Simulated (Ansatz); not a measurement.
**Y4S3N2 (C2/m):V_S (site 2), thermodynamic levels from a 54-atom cell**

Charge states of V_S (site 2) in Y4S3N2 (C2/m), set against the band edges. Model: a cell of 54 host atoms with 1 S taken out.

Method: place-levels on PBEsol runs: charge-transition levels and formation energies with image-charge correction and potential alignment at the atomic sites, in Ansatz 0.2.0.

## Step 1: Starting point

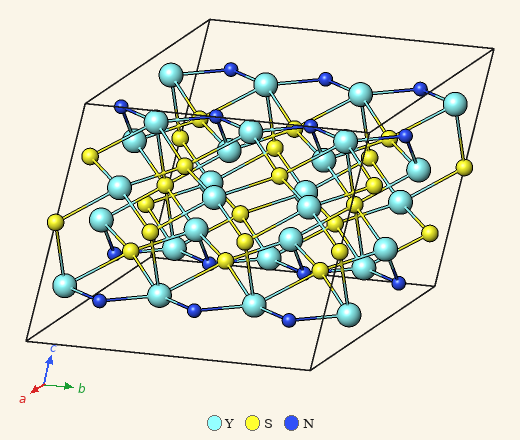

Start, viewed slightly off an axis; yttrium teal, sulfur yellow, nitrogen blue. Some periodic images of atoms are drawn too.

The cell holds 53 atoms: 24 Y, 17 S and 12 N. Cell: a = 12.778 Å, b = 11.374 Å, c = 9.763 Å, α = 90.0°, β = 128.5°, γ = 90.0°. It derives from Y4S3N2 (space group C2/m). Nearest the centre at fractional (0.500, 0.500, 0.000): Y40 at 2.77 Å, Y23 at 2.77 Å, Y43 at 2.77 Å, Y26 at 2.77 Å, Y19 at 2.84 Å, Y22 at 2.84 Å, N51 at 3.36 Å, N33 at 3.36 Å.

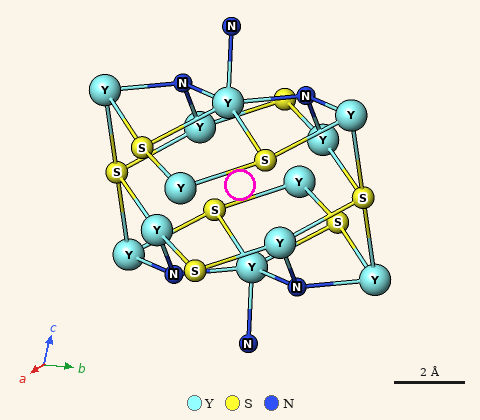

The atoms within 5 Å of the centre. A ring marks the centre wherever it is empty.

As a file:

```xyz
53
Lattice="12.7781 0.0000 -0.0248 0.0000 11.3745 0.0000 -6.0606 0.0000 7.6537" Properties=species:S:1:pos:R:3 pbc="T T T"
Y    -0.6153    1.8957    4.9602
Y     5.7738    0.0000    4.9478
Y     0.9438    0.0000    2.6811
Y     7.3328    1.8957    2.6687
Y     4.6955    0.0000    1.0893
Y    11.0845    1.8957    1.0769
Y    -4.3670    1.8957    6.5520
Y     2.0220    0.0000    6.5396
S     0.0000    0.0000    0.0000
S     6.3891    1.8957   -0.0124
S    -2.5264    0.0000    5.9982
S     3.8626    1.8957    5.9858
S     2.8549    1.8957    1.6431
S     9.2440    0.0000    1.6307
N    -0.3467    1.8957    2.7567
N     6.0423    0.0000    2.7443
N     0.6752    0.0000    4.8846
N     7.0643    1.8957    4.8722
Y    -0.6153    5.6872    4.9602
Y     5.7738    3.7915    4.9478
Y     0.9438    3.7915    2.6811
Y     7.3328    5.6872    2.6687
Y     4.6955    3.7915    1.0893
Y    11.0845    5.6872    1.0769
Y    -4.3670    5.6872    6.5520
Y     2.0220    3.7915    6.5396
S     0.0000    3.7915    0.0000
S    -2.5264    3.7915    5.9982
S     3.8626    5.6872    5.9858
S     2.8549    5.6872    1.6431
S     9.2440    3.7915    1.6307
N    -0.3467    5.6872    2.7567
N     6.0423    3.7915    2.7443
N     0.6752    3.7915    4.8846
N     7.0643    5.6872    4.8722
Y    -0.6153    9.4787    4.9602
Y     5.7738    7.5830    4.9478
Y     0.9438    7.5830    2.6811
Y     7.3328    9.4787    2.6687
Y     4.6955    7.5830    1.0893
Y    11.0845    9.4787    1.0769
Y    -4.3670    9.4787    6.5520
Y     2.0220    7.5830    6.5396
S     0.0000    7.5830    0.0000
S     6.3891    9.4787   -0.0124
S    -2.5264    7.5830    5.9982
S     3.8626    9.4787    5.9858
S     2.8549    9.4787    1.6431
S     9.2440    7.5830    1.6307
N    -0.3467    9.4787    2.7567
N     6.0423    7.5830    2.7443
N     0.6752    7.5830    4.8846
N     7.0643    9.4787    4.8722
```

The host's dielectric constants go in as inputs: (6.75, 7.00, 6.49) for the electrons alone, principal values (12.97, 15.04, 17.01) with the ions, from a response run on this crystal (DFPT, PBEsol) at that run's own cell.

The cell's shortest repeat is 9.8 Å.

## Step 2: The runs of each charge state

Levels follow from differences of total energies between charge states, each relaxed by itself.

Each atom starts 0.05 Å or so off its site in a random direction: a symmetric start keeps its symmetry, and would miss off-centre moves and Jahn–Teller distortions. Forces are taken at one point at (¼, ¼, ¼). The cell holds 1 electron more than the neutral one, with a uniform background that keeps it neutral on the whole. The electron count is odd, so at least one spin is unpaired; this run locks the moment at 1 μB.

The sampling was tested on the host first: at the k-points planned (1x1x1 shifted 0.25 0.25 0.25) its energy lies 0.005 eV an atom from the dense-mesh value, under the bound of 0.02 eV set for this test; that bounds the host's error, not the defect's.

One state's input; the others differ in charge, spin, start and seed, and in occupations where the table says so.

The input, qm1_M1.relax/input.yaml:

```yaml
crystal:
  lattice:
    - [12.7781342, 0.0, -0.02476512]
    - [0.0, 11.37446654, 0.0]
    - [-6.06062452, 0.0, 7.65368019]
  atoms:
    - { symbol: "Y", position: [0.25962613, 0.16666667, 0.64891759] }
    - { symbol: "Y", position: [0.75962613, 0.0, 0.64891759] }
    - { symbol: "Y", position: [0.24037387, 0.0, 0.35108241] }
    - { symbol: "Y", position: [0.74037387, 0.16666667, 0.35108241] }
    - { symbol: "Y", position: [0.43563346, 0.0, 0.14373379] }
    - { symbol: "Y", position: [0.93563346, 0.16666667, 0.14373379] }
    - { symbol: "Y", position: [0.06436654, 0.16666667, 0.85626621] }
    - { symbol: "Y", position: [0.56436654, 0.0, 0.85626621] }
    - { symbol: S, position: [0.0, 0.0, 0.0] }
    - { symbol: S, position: [0.5, 0.16666667, 0.0] }
    - { symbol: S, position: [0.17425596, 0.0, 0.78426089] }
    - { symbol: S, position: [0.67425596, 0.16666667, 0.78426089] }
    - { symbol: S, position: [0.32574404, 0.16666667, 0.21573911] }
    - { symbol: S, position: [0.82574404, 0.0, 0.21573911] }
    - { symbol: "N", position: [0.14391518, 0.16666667, 0.36064226] }
    - { symbol: "N", position: [0.64391518, 0.0, 0.36064226] }
    - { symbol: "N", position: [0.35608482, 0.0, 0.63935774] }
    - { symbol: "N", position: [0.85608482, 0.16666667, 0.63935774] }
    - { symbol: "Y", position: [0.25962613, 0.5, 0.64891759] }
    - { symbol: "Y", position: [0.75962613, 0.33333333, 0.64891759] }
    - { symbol: "Y", position: [0.24037387, 0.33333333, 0.35108241] }
    - { symbol: "Y", position: [0.74037387, 0.5, 0.35108241] }
    - { symbol: "Y", position: [0.43563346, 0.33333333, 0.14373379] }
    - { symbol: "Y", position: [0.93563346, 0.5, 0.14373379] }
    - { symbol: "Y", position: [0.06436654, 0.5, 0.85626621] }
    - { symbol: "Y", position: [0.56436654, 0.33333333, 0.85626621] }
    - { symbol: S, position: [0.0, 0.33333333, 0.0] }
    - { symbol: S, position: [0.17425596, 0.33333333, 0.78426089] }
    - { symbol: S, position: [0.67425596, 0.5, 0.78426089] }
    - { symbol: S, position: [0.32574404, 0.5, 0.21573911] }
    - { symbol: S, position: [0.82574404, 0.33333333, 0.21573911] }
    - { symbol: "N", position: [0.14391518, 0.5, 0.36064226] }
    - { symbol: "N", position: [0.64391518, 0.33333333, 0.36064226] }
    - { symbol: "N", position: [0.35608482, 0.33333333, 0.63935774] }
    - { symbol: "N", position: [0.85608482, 0.5, 0.63935774] }
    - { symbol: "Y", position: [0.25962613, 0.83333333, 0.64891759] }
    - { symbol: "Y", position: [0.75962613, 0.66666667, 0.64891759] }
    - { symbol: "Y", position: [0.24037387, 0.66666667, 0.35108241] }
    - { symbol: "Y", position: [0.74037387, 0.83333333, 0.35108241] }
    - { symbol: "Y", position: [0.43563346, 0.66666667, 0.14373379] }
    - { symbol: "Y", position: [0.93563346, 0.83333333, 0.14373379] }
    - { symbol: "Y", position: [0.06436654, 0.83333333, 0.85626621] }
    - { symbol: "Y", position: [0.56436654, 0.66666667, 0.85626621] }
    - { symbol: S, position: [0.0, 0.66666667, 0.0] }
    - { symbol: S, position: [0.5, 0.83333333, 0.0] }
    - { symbol: S, position: [0.17425596, 0.66666667, 0.78426089] }
    - { symbol: S, position: [0.67425596, 0.83333333, 0.78426089] }
    - { symbol: S, position: [0.32574404, 0.83333333, 0.21573911] }
    - { symbol: S, position: [0.82574404, 0.66666667, 0.21573911] }
    - { symbol: "N", position: [0.14391518, 0.83333333, 0.36064226] }
    - { symbol: "N", position: [0.64391518, 0.66666667, 0.36064226] }
    - { symbol: "N", position: [0.35608482, 0.66666667, 0.63935774] }
    - { symbol: "N", position: [0.85608482, 0.83333333, 0.63935774] }
  host:
    repeats: [1, 3, 1]
    atoms:
      - { symbol: "Y", position: [0.25962613, 0.5, 0.64891759] }
      - { symbol: "Y", position: [0.75962613, 0.0, 0.64891759] }
      # ... 16 more atoms of the perfect host
total_charge: -1
basis:
  ecutwfc: 420
  xc_grid: 2
hamiltonian:
  xc: pbesol
kpoints:
  mp_grid: { grid: [1, 1, 1], shift: [0.25, 0.25, 0.25] }
magnetization:
  spin_polarized: true
  initial_magnetization: 1
  spin_locking: { lock_magnetization: hard }
scf:
  occupations: { method: fixed }
  max_iter: 80
output:
  forces: true
  charged_corrections:
    epsilon: [6.75, 7.0, 6.49]
    static_epsilon: [[14.06, 0.0, 1.03], [0.0, 17.01, 0.0], [1.03, 0.0, 13.95]]
    defect_position: [0.5, 0.5, 0.0]
relax:
  f_tol: 0.02
  max_steps: 80
  random_displacement: { amplitude: 0.05, seed: 5997 }
checkpoint:
  write: "../qm1_M1.relax.run"
  compress: false
  write_wavefunctions: true
  write_every: 100000
```

Run with:

```
ansatz run input.yaml --threads 4 --pin off --max-ram 7536MiB --backend cpu --events-out ev --progress --plain --runs-dir out
```

Defect states can disperse in a cell of this size, so the energy is taken again at a 2×2×2 shifted mesh, on the relaxed structure.

The run of this state that the levels use, under PBEsol:

The input, qm1_M1.point/input.yaml:

```yaml
crystal:
  checkpoint: "../qm1_M1.relax.run"
  host: checkpoint
total_charge: -1
basis:
  ecutwfc: 420
  xc_grid: 2
hamiltonian:
  xc: pbesol
kpoints:
  mp_grid: { grid: [2, 2, 2], shift: [0.5, 0.5, 0.5] }
magnetization:
  spin_polarized: true
  initial_magnetization: 1
  spin_locking: { lock_magnetization: hard }
scf:
  occupations: { method: fermi_dirac, width: 0.01 }
  max_iter: 80
output:
  forces: true
  eigenvalues: true
  charged_corrections:
    epsilon: [6.75, 7.0, 6.49]
    static_epsilon: [[14.06, 0.0, 1.03], [0.0, 17.01, 0.0], [1.03, 0.0, 13.95]]
    defect_position: [0.5, 0.5, 0.0]
  eigenstates: { localisation: true }
  populations: true
  efg: {}
  band_densities: [{ bands: [v1, v1] }, { bands: [c1, c1] }]
  write_density: true
  write_potential: true
  volumetric_format: npy
checkpoint:
  read: "../qm1_M1.relax.run"
  write: "../qm1_M1.point.run"
  compress: false
  write_wavefunctions: false
  write_every: 100000
```

Relaxations under PBEsol at one point at (¼, ¼, ¼); times on 4 threads of Arm Neoverse V1, shared host:

| charge | moment (μB) | occupations | outcome | steps | largest displacement against the far atoms (Å) | time |
| --- | --- | --- | --- | --- | --- | --- |
| −1 | 1 | fixed | converged | 4 | 0.04 | 2.4 min |
| 0 | 0 | fixed | converged | 5 | 0.04 | 72 s |
| +1 | 1 | fixed | converged | 5 | 0.08 | 2.4 min |
| +2 | 0 | fixed | converged | 5 | 0.18 | 73 s |
| 0 | 2 | fixed | converged | 5 | 0.08 | 2.8 min |

Single points under PBEsol at a 2×2×2 shifted mesh; times on 4 threads of Arm Neoverse V1, shared host:

| charge | moment (μB) | occupations | outcome | time |
| --- | --- | --- | --- | --- |
| −1 | 1 | fermi-dirac | converged | 3.6 min |
| 0 | 0 | fermi-dirac | converged | 99 s |
| +1 | 1 | fermi-dirac | converged | 3.2 min |
| +2 | 0 | fermi-dirac | converged | 1.7 min |
| 0 | 2 | fermi-dirac | converged | 3.6 min |

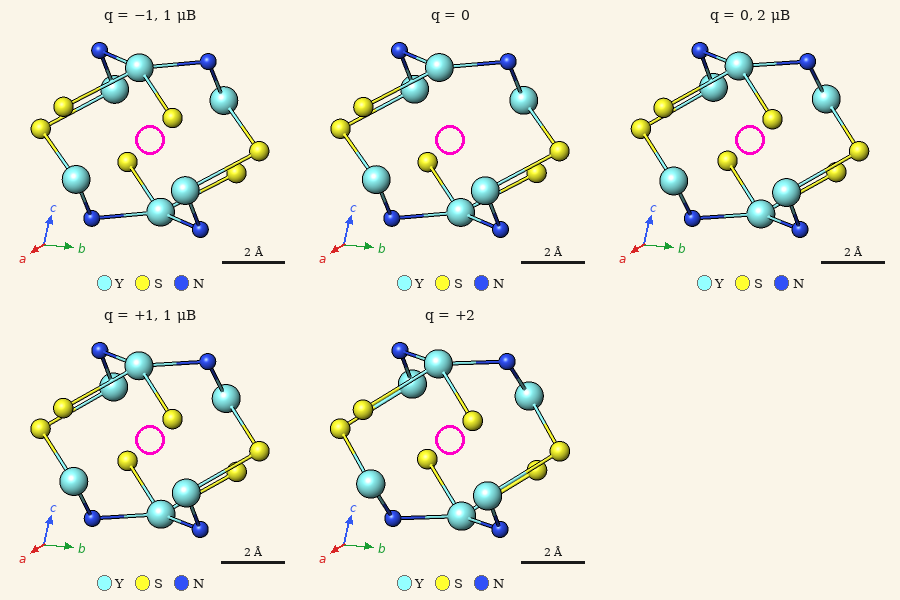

The structures near the centre after relaxation with PBEsol, by charge. A ring marks the centre wherever it is empty.

Distances (Å) from the ideal centre to the nearest atoms after relaxation with PBEsol:

| charge | moment (μB) | 1. | 2. | 3. | 4. | 5. | 6. |
| --- | --- | --- | --- | --- | --- | --- | --- |
| −1 | 1 | Y 2.76 | Y 2.77 | Y 2.77 | Y 2.77 | Y 2.81 | Y 2.82 |
| 0 | 0 | Y 2.76 | Y 2.76 | Y 2.76 | Y 2.77 | Y 2.82 | Y 2.83 |
| 0 | 2 | Y 2.85 | Y 2.85 | Y 2.85 | Y 2.85 | Y 2.88 | Y 2.88 |
| +1 | 1 | Y 2.85 | Y 2.85 | Y 2.85 | Y 2.85 | Y 2.88 | Y 2.88 |
| +2 | 0 | Y 2.95 | Y 2.95 | Y 2.95 | Y 2.95 | Y 2.95 | Y 2.95 |

(Part 1 of 2 ends here.)

[Logs are printed without paths, hosts, clocks, repeated set-up lines and the standing remarks that a program may print on its own settings, such as how far it seeks lower states.]

[Hosts, paths, dates, database ids (printed as entryN), source tags and the programs' standing remarks are cut or masked in the printed files.]

[Where a table of states has a column of steps, it counts the stored structures, which are thinned; the runs took as many ionic steps or more.]

[A defect's name tells the site on which it was built; relaxed atoms can leave that site.]

[For some hosts the program warned that the k-mesh of the response run may be too coarse for force constants and the static dielectric constant; such warnings are not shown here.]
